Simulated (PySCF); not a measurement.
C2H5BrSi, SMILES C([SiH2]Br)=C at its CAM-B3LYP/def2-SVP optimised geometry (Å):

```
9

Si    -0.2865     0.5080     0.0000
Br     1.9514     0.5080     0.0000
C     -0.9282    -0.4004    -1.4883
C     -1.6810    -1.4989    -1.3913
H     -0.7526    -0.1708     1.2352
H     -0.7050     1.9325     0.0000
H     -0.6843    -0.0180    -2.4870
H     -2.0634    -2.0206    -2.2747
H     -1.9514    -1.9325    -0.4224
```

Method: PySCF 2.14.0 with CAM-B3LYP/def2-TZVP.

Map of the Laplacian of the electron density (e/bohr⁵), clipped to [-1.50, 1.50] on the plane z = 1.2 Å:

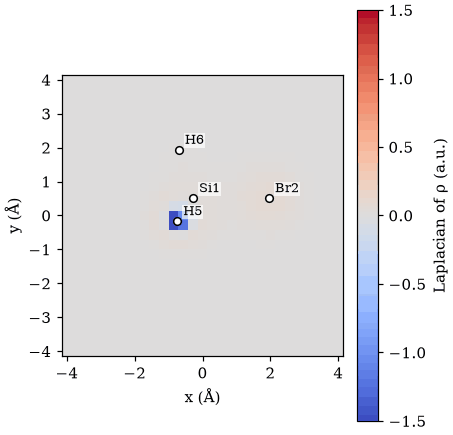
Laplacian of the electron density (e/bohr⁵), clipped to [-1.50, 1.50] on the plane z = 1.2 Å.
